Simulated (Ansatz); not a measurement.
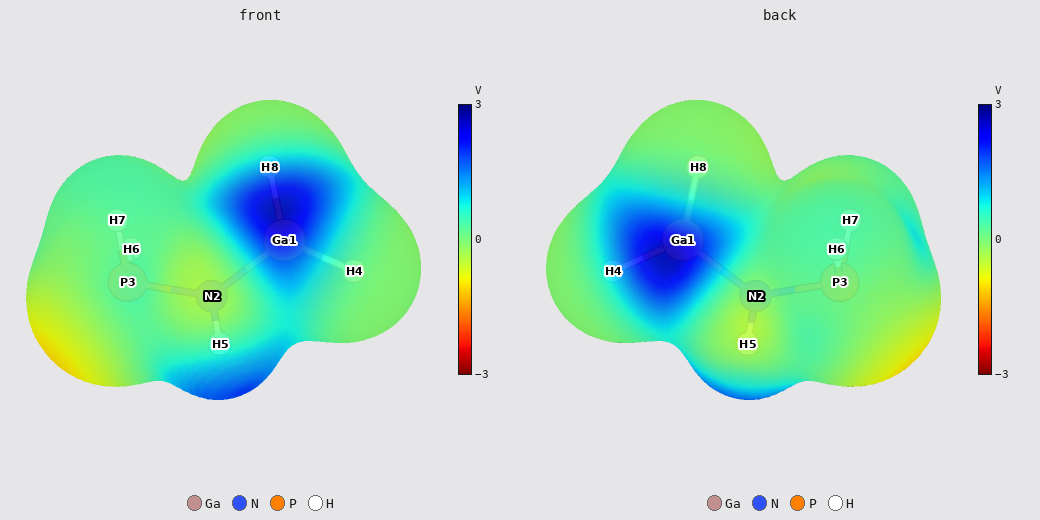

Figure 1: GaH$_{5}$NP (SMILES P[NH][GaH2]). The electrostatic potential painted on the density surface at 0.002 e/bohr³, seen from the front and from behind; the colour scale runs from red (negative) to blue (positive).

Geometry: PBE0-D3(BJ)/def2-SVP.

These are results of isolated molecule in a Gaussian basis; Kohn-Sham density functional theory, functional PBE0 in Ansatz 0.2.0, not measurements.

```xyz
8

Ga    0.2901    0.2326   -1.0688
N     0.7239   -0.0891    0.6829
P    -0.2650   -0.2698    2.0855
H     1.4815    0.3346   -2.0771
H     1.7078   -0.1849    0.9165
H    -1.2630   -1.1791    1.6030
H    -1.1494    0.8497    1.9441
H    -1.2347    0.3725   -1.3776
```

### Describe the electrostatic potential map.

The most negative region (about −1.0 V) lies over P3, the most positive (about +2.6 V) over Ga1.

### How polar is the molecule by this calculation?

Its dipole moment is 1.05 D.
